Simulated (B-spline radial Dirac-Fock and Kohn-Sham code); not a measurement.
W⁴⁺, configuration [Xe] 4f14 5d2. Computed with a B-spline radial atomic code: independent-particle rates on relativistic LDA orbitals of the hole state (multipoles to L = 3), energies from Dirac–Fock ΔSCF.

What should this plot look like? X-ray emission lines that fill a K (1s) hole, broadened by a Gaussian of 58 eV full width, on a logarithmic intensity axis. Multiplet splitting by the open shell is left out.

The strongest line is K-L3 (Kα1) at 59.315 keV with 50.5 % of the photons, then K-L2 (Kα2) at 57.977 keV (29 %), K-M3 (Kβ1) at 67.236 keV (10 %), K-M2 (Kβ3) at 66.944 keV (5.4 %), K-N3 at 69.091 keV (2.4 %). The hole has a width of 38.8 eV and a fluorescence yield of 0.960.

The computed plot:

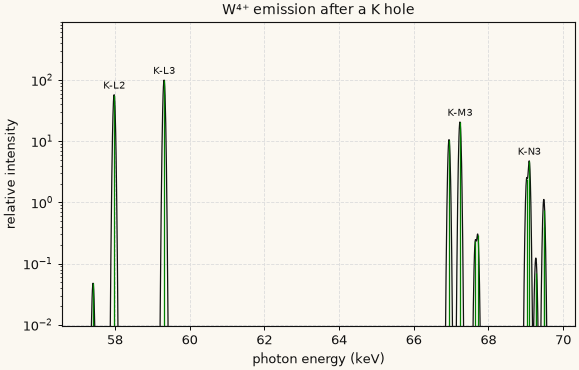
